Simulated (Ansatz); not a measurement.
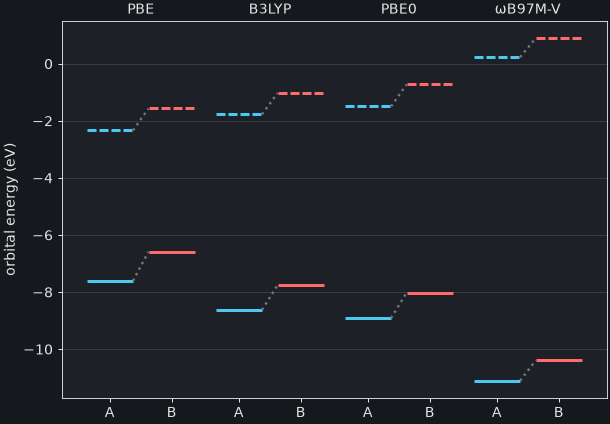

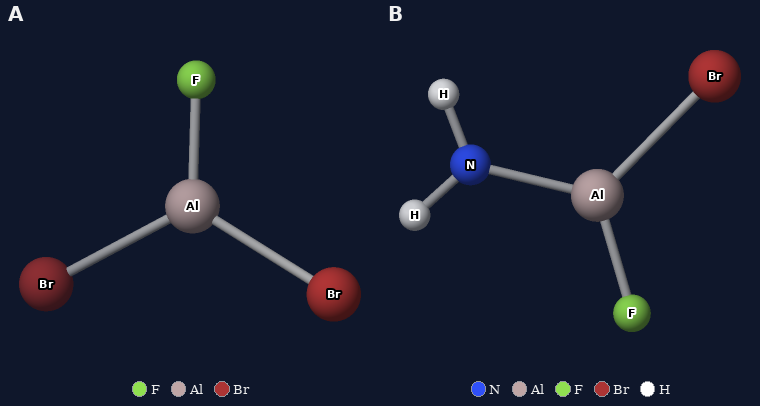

One change: A, AlBr₂F (SMILES [F][Al]([Br])[Br]), becomes B, AlNH₂BrF (SMILES [NH2][Al]([F])[Br]). Br on Al is replaced by NH₂. HOMO (solid) and LUMO (dashed) computed in def2-TZVPP at PBE0-D4/def2-TZVP geometries, both minima by their frequencies, gas phase, the Ansatz code 0.2.0. Empty levels above zero depend strongly on the basis.

Q: What does the change do to HOMO and LUMO?

A: PBE: the HOMO rises by 1.02 eV, the LUMO rises by 0.76 eV, and the separation goes from 5.27 to 5.02 eV. B3LYP: the HOMO rises by 0.86 eV, the LUMO rises by 0.74 eV, and the separation goes from 6.85 to 6.73 eV. PBE0: the HOMO rises by 0.89 eV, the LUMO rises by 0.77 eV, and the separation goes from 7.42 to 7.29 eV. ωB97M-V: the HOMO rises by 0.71 eV, the LUMO rises by 0.66 eV, and the separation goes from 11.33 to 11.29 eV.

Q: Do the functionals agree on the effect?

A: They agree on the direction for both levels; the HOMO shift lies between 0.71 and 1.02 eV and the LUMO shift between 0.66 and 0.77 eV, while the separations themselves differ by up to 6.3 eV between functionals.
